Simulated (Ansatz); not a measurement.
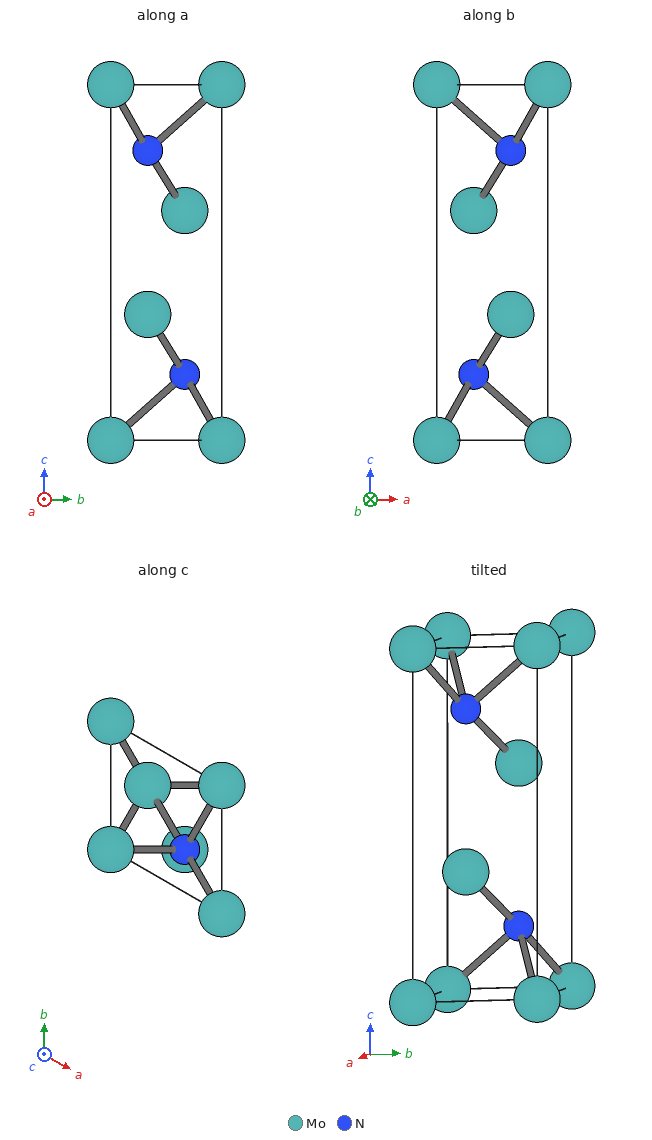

Shown here is a ball-and-stick view of the crystal, taken along the a axis, along the b axis, along the c axis and slightly off an axis. Atoms at the boundary of the conventional unit cell (the box) are drawn once for each face, edge or corner they touch.

Lattice parameters: a = 2.8648 Å, b = 2.8648 Å, c = 7.9429 Å, α = 90.000°, β = 90.000°, γ = 120.000°.

Record the structure as a CIF with its space group and independent sites, with free fractional coordinates to two decimals.

```cif
data_structure
_symmetry_space_group_name_H-M 'P -3 m 1'
_symmetry_Int_Tables_number 164
_cell_length_a 2.8648
_cell_length_b 2.8648
_cell_length_c 7.9429
_cell_angle_alpha 90.000
_cell_angle_beta 90.000
_cell_angle_gamma 120.000
_cell_volume 56.45
loop_
_atom_site_label
_atom_site_type_symbol
_atom_site_symmetry_multiplicity
_atom_site_Wyckoff_symbol
_atom_site_fract_x
_atom_site_fract_y
_atom_site_fract_z
_atom_site_occupancy
Mo1 Mo 1 a 0.00 0.00 0.00 1
Mo2 Mo 2 d 0.3333 0.6667 0.65 1
N1 N 2 d 0.3333 0.6667 0.19 1
```

The structure was taken from a textbook structure type filled with these elements (whether it is the usual form wasn't checked). The final geometry of a relaxation with DFT PBE, scalar-relativistic, plane waves, PAW in Ansatz 0.2.0 is shown.
